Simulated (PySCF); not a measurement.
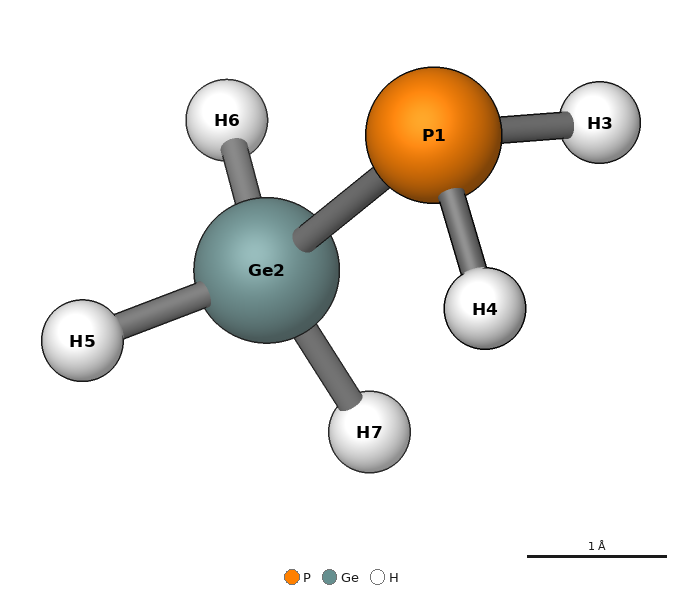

The atoms are numbered. Computed geometry: PBE0-D3(BJ)/def2-SVP optimisation. No frequency run is at hand to confirm it as a minimum.

Describe the coordination of atom 1.

P1 has 3 neighbours (Ge2 at 2.33, H3 at 1.43, H4 at 1.43 Å); the arrangement is trigonal pyramidal.

Describe the coordination of atom 2.

Ge2 has 4 neighbours (P1 at 2.33, H5 at 1.54, H6 at 1.54, H7 at 1.54 Å); the arrangement is tetrahedral.
